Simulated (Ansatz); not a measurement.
| atom | x (Å) | y (Å) | z (Å) |
| --- | --- | --- | --- |
| Hf | -0.6331 | 0.2117 | 1.4663 |
| O | 1.1458 | -1.3675 | -1.3789 |
| C | -1.5676 | 0.1605 | -0.3402 |
| H | 0.3688 | -0.7662 | -1.3382 |
| O | -0.0679 | 2.0587 | 1.6899 |
| O | 0.7719 | -1.1043 | 1.2787 |
| H | 1.8796 | -0.7586 | -1.5846 |
| H | -1.8872 | 1.0519 | -0.9159 |
| H | -1.7056 | -0.7759 | -0.9290 |
| H | 0.6280 | 2.7261 | 1.6703 |
| H | 1.0673 | -1.4364 | 0.3816 |

Core potentials replace the inner electrons of Hf.

These are results of RKS PBE-D4/def2-SVP in Ansatz, not measurements.

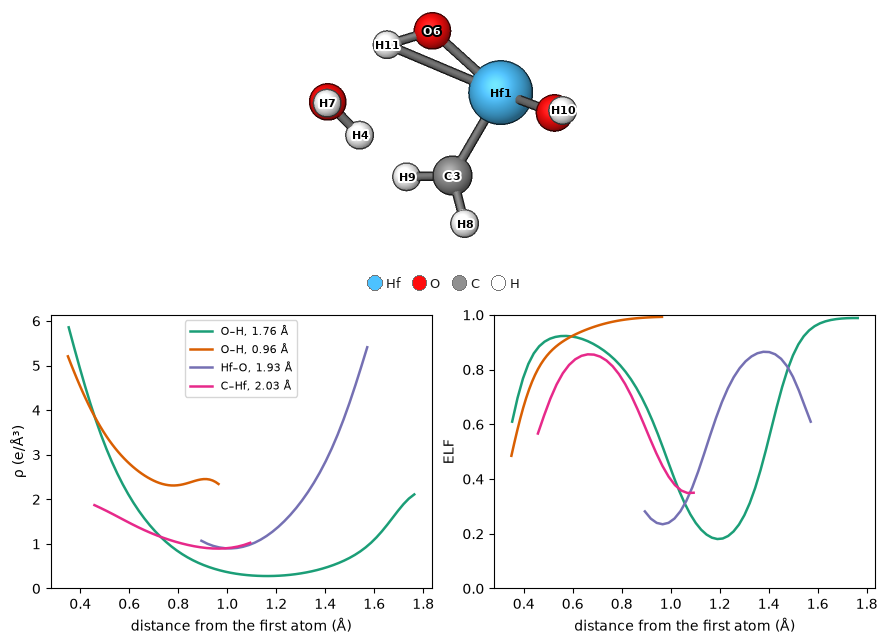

CH₄HfO₂···H₂O. Electron density and ELF along straight lines between neighbouring atoms. The curves leave out the atomic cores. The structure is drawn too.

### What can be read from the curves?

O2···H11 (1.76 Å): the density falls to about 0.28 e/Å³ on the way; the ELF dips to about 0.20 between them; by its geometry a hydrogen bond between the two molecules, with no shared pair.
O–H (0.96 Å): ρ at the midpoint is about 3.6 e/Å³; the ELF climbs to about 1 towards the hydrogen, as it does in any bond to H (a covalent bond by its length).
Hf–O (1.93 Å): ρ at the midpoint is about 0.92 e/Å³; the ELF peaks at about 0.85 in the valence shell of O, 0.6 Å from its nucleus, and drops to about 0.25 between the two atoms.
C–Hf (2.03 Å): the density is about 0.91 e/Å³ at the midpoint; the ELF peaks at about 0.85 in the valence shell of C, 0.7 Å from its nucleus, and is about 0.40 at the midpoint.
